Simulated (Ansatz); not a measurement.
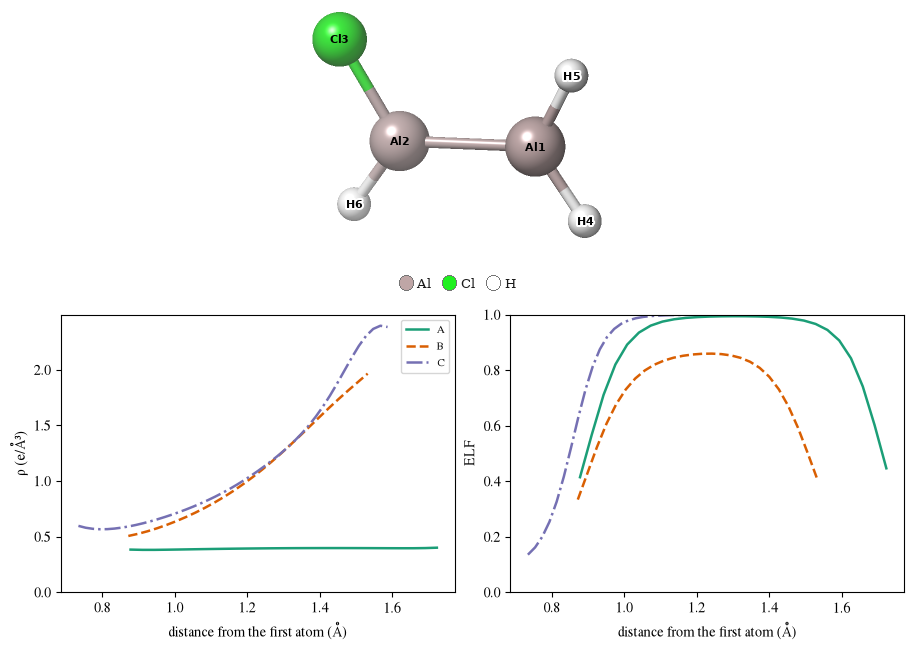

Figure. Al$_{2}$ClH$_{3}$ (SMILES [AlH2][AlH][Cl]). Total electron density and ELF along straight lines between neighbouring atoms. The curves leave out the atomic cores. The structure is drawn too.

Geometry: PBE0-D4/def2-TZVP.

The calculation used RKS PBE0-D4/def2-TZVPP (Ansatz).

```xyz
6

Al   -0.8936    0.2552   -0.9884
Al    0.8594   -0.4409    0.8036
Cl    1.3065    0.9761    2.3072
H    -1.2799   -0.7226   -2.1843
H    -1.6131    1.6715   -0.9234
H     1.6627   -1.8034    0.9392
```

Question: Which curve belongs to which contact (Al–Al, Al–Cl and Al–H)? The first atom named is at distance zero.

Answer: Curve A: Al–Al (2.60 Å): ρ is about 0.39 e/Å³ halfway; the ELF peaks at about 1 between the atoms; a shared electron pair. Curve B: Al–Cl (2.11 Å): the density is about 0.71 e/Å³ at the midpoint; the ELF peaks at about 0.85 in the valence shell of Cl, 0.9 Å from its nucleus, and is about 0.80 at the midpoint. Curve C: Al–H (1.59 Å): ρ at the midpoint is about 0.57 e/Å³; the ELF climbs to about 1 towards the hydrogen.
